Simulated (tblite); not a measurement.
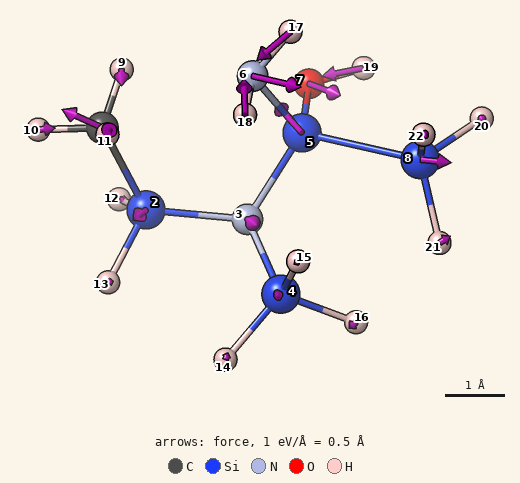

Starting geometry of CH14N2OSi4 with the computed forces as purple arrows. Style: ball-and-stick. Shown at a tilt.

Level of theory: GFN2-xTB geometry optimisation, gas phase (tblite). 

Question: What follows when this structure is relaxed?

Answer: It isn't relaxed: the largest force vector, on an N atom, is 2.13 eV/Å. The final displacements have little in common with the starting forces (cosine between the two patterns 0.18). Over 231 geometry steps the energy falls by 30.8 kcal/mol. The atom that moves furthest after the best rigid fit is an H atom (2.52 Å). By element the largest moves are H 2.52 Å, Si 0.98 Å, N 0.88 Å, C 0.82 Å, O 0.82 Å. Some distances before and after: Si–Si 3.308 → 4.035 Å, O–Si 1.712 → 1.627 Å, Si–Si 2.233 → 2.293 Å, H–N 1.062 → 1.008 Å. Among the angles between lasting bonds that change: N–Si–Si 105.9° → 119.8°, Si–N–H 104.9° → 117.4°, Si–O–H 111.1° → 120.4°. Groups turn about O–Si by about 170°.
